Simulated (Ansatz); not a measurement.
**CH$_{2}$FSi (doublet): density, localisation and related maps**

The calculation's input:

```
crystal:
  periodic: [false, false, false]
  atoms:
    - {symbol: C, position_ang: [-0.946533, -0.587481, -0.224471]}
    - {symbol: Si, position_ang: [0.454151, 0.219356, 0.121568]}
    - {symbol: F, position_ang: [0.701374, 1.768085, -0.127990]}
    - {symbol: H, position_ang: [-1.881924, -1.047813, -0.472653]}
    - {symbol: H, position_ang: [1.672933, -0.352148, 0.703547]}
basis:
  gaussian: {orbitals: def2-TZVPP}
magnetization: {spin_polarized: true, initial_magnetization: 1}
hamiltonian: {xc: pbe0, dispersion: d4}
output: {orbitals: {seedname: orbitals}}
```

Run with:

```sh
ansatz run in.yaml --threads 2 --pin off --events-out ev --progress --plain --max-ram 4352MiB
```

Geometry: PBE0-D4/def2-TZVP.

Theory: UKS PBE0-D4/def2-TZVPP (Ansatz).

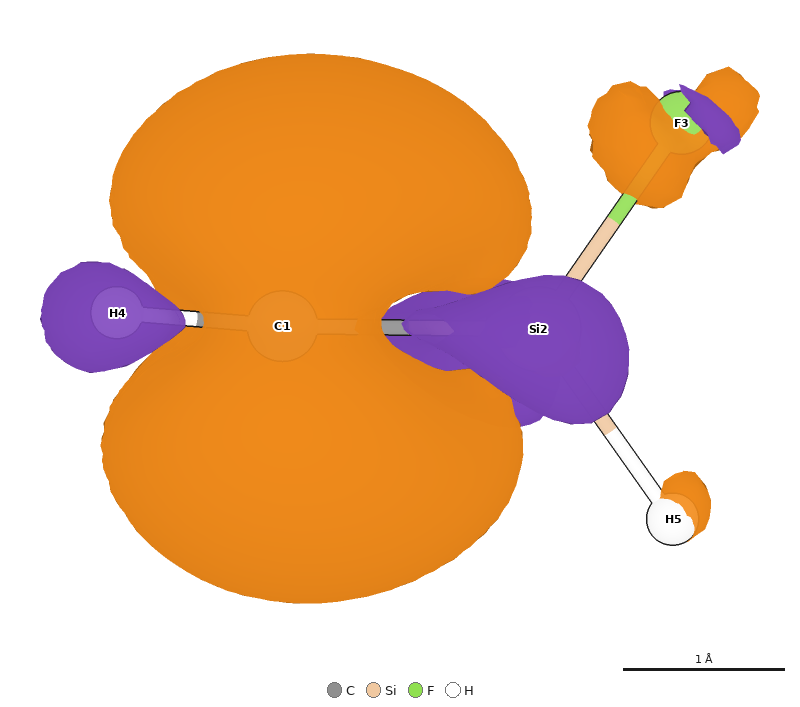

Figure 1. Isosurfaces of the spin density (α minus β) at +0.015 (orange) and −0.015 e/Å³ (purple), seen at an oblique angle.

### Where is the unpaired spin?

The unpaired spin (1 electron) lies mostly on C1 (about 0.8) and Si2 (about 0.1), in electrons by Hirshfeld's partition.

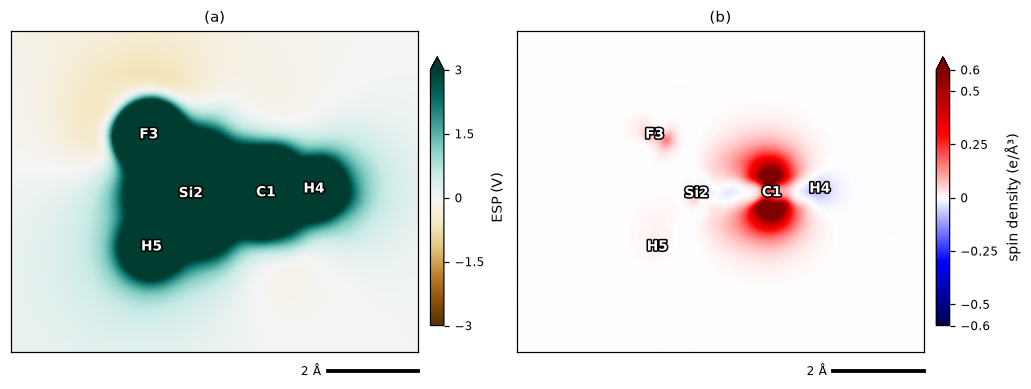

Figure 2. (a) electrostatic potential; (b) spin density (α minus β) on the molecular plane.

### What do the fields say about this system?

- The plane passes through C, Si, F and H nuclei.
- Outside the dense part of the molecule the potential is most negative (−0.7 V) near F3.

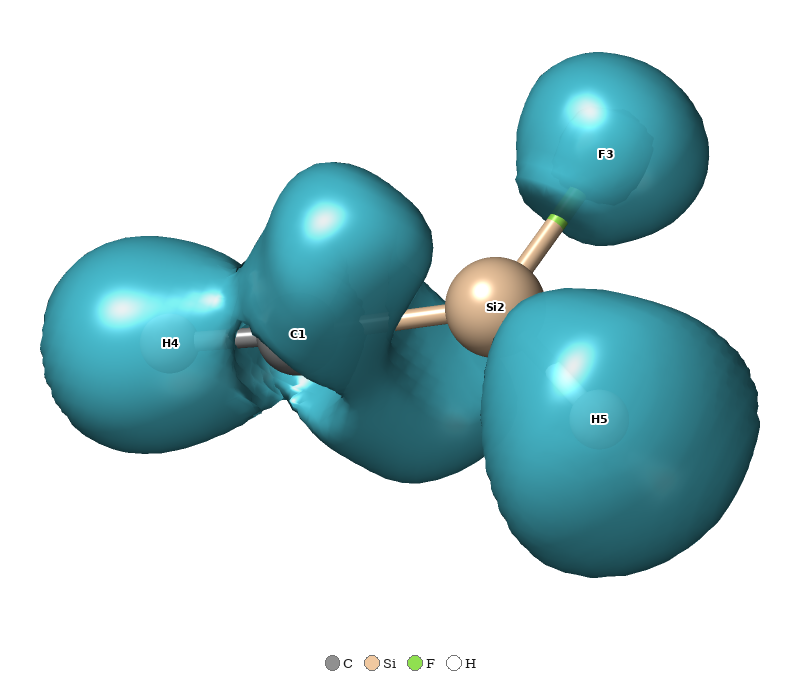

Figure 3. Isosurface of the electron localisation function at 0.75 (cyan), seen at a tilt. Core shells and regions of very low density are left out.

### Describe the localisation domains.

The surface consists of one region around a hydrogen nucleus, one region wrapped around F (its lone pairs, merged into a ring or cap) and one joined region spread over several atoms (C, H, Si), in which their bonds and any lone pairs are merged. Along the contacts the grid gives the following. Si–F (1.59 Å): the ELF peaks at about 0.85 in the valence shell of F, 0.6 Å from its nucleus, and is about 0.40 at the midpoint. C–Si (1.65 Å): the ELF peaks at about 0.90 between the atoms: a covalent bond.
